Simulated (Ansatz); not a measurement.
**Cl₆Mo (MoCl6): density, localisation and related maps**

The calculation's input:

```
crystal:
  periodic: [false, false, false]
  atoms:
    - {symbol: Mo, position_ang: [-0.000146, 0.000122, 0.000651]}
    - {symbol: Cl, position_ang: [-0.028744, -0.015406, 2.308303]}
    - {symbol: Cl, position_ang: [0.032311, 0.018682, -2.307357]}
    - {symbol: Cl, position_ang: [2.307973, 0.014956, 0.025187]}
    - {symbol: Cl, position_ang: [-2.307673, -0.018601, -0.027589]}
    - {symbol: Cl, position_ang: [-0.019105, 2.308107, 0.011361]}
    - {symbol: Cl, position_ang: [0.015375, -2.307859, -0.010556]}
basis:
  gaussian: {orbitals: def2-TZVP, initial_orbitals: start.molden}
hamiltonian: {xc: pbe0, dispersion: d4}
scf: {omitted_lower_state_checks: [starts]}
output: {orbitals: {seedname: orbitals}}
```

Launched as:

```sh
ansatz run in.yaml --threads 4 --pin off --events-out ev --progress --plain --max-ram 4787MiB
```

Geometry: r2SCAN-D4/def2-SVP; core potentials replace the inner electrons of Mo.

Theory: RKS PBE0-D4/def2-TZVP (Ansatz).

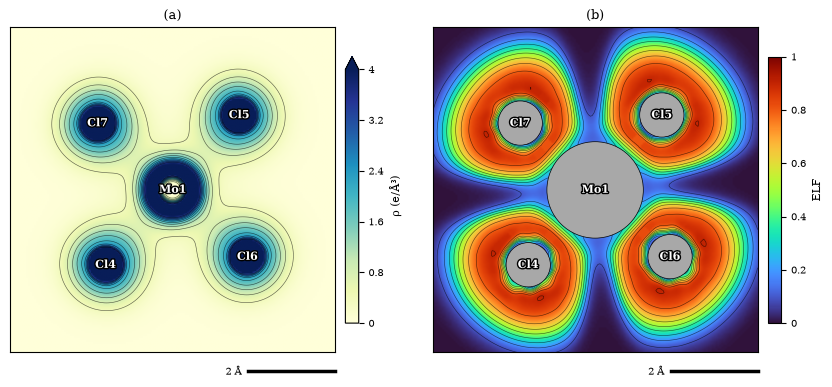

Figure 1. (a) electron density; (b) electron localisation function on the plane of atoms Cl4, Mo1 and Cl6. Grey discs cover the atomic cores in the ELF map.

### Read the bonding off the picture.

Atoms in the plane: Mo and Cl.
Mo–Cl (2.31 Å): the density is about 0.7 e/Å³ at the midpoint; the ELF peaks at about 0.80 in the valence shell of Cl, 0.9 Å from its nucleus, and is about 0.40 at the midpoint.

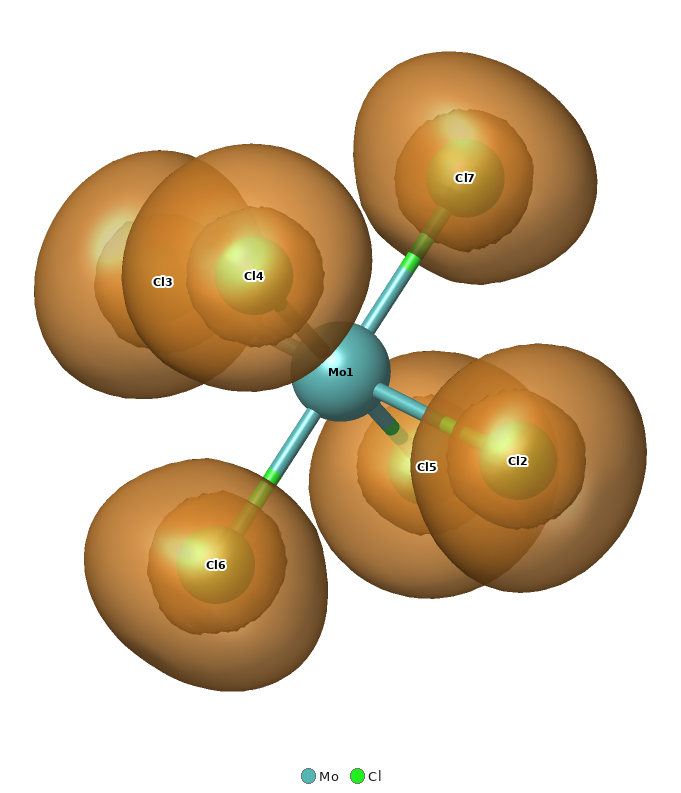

Figure 2. Isosurface of the ELF at 0.75 (orange), seen at an oblique angle. Only the valence region is drawn (cores and ρ < 0.01 e/Å³ removed).

### Describe the localisation domains.

The surface consists of six regions wrapped around Cl (the valence shell of each).

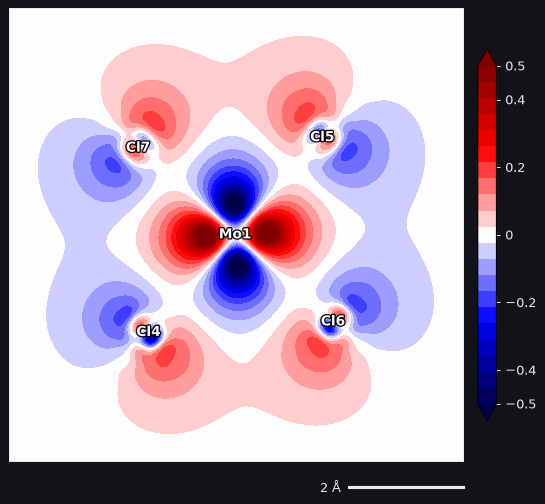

Figure 3. The LUMO on the plane of atoms Cl5, Mo1 and Cl7 (values in Å⁻³ᐟ²; the overall sign is arbitrary).

### Describe this orbital and give its energy.

It lies mainly on Mo1 (about 60 %), Cl2 (about 5 %), Cl3 (about 5 %), Cl4 (about 5 %), Cl5 (about 5 %), Cl6 (about 5 %) and Cl7 (about 5 %); it is gerade (even under inversion). It is one of a degenerate set, so its orientation is arbitrary. Its energy is −5.96 eV.
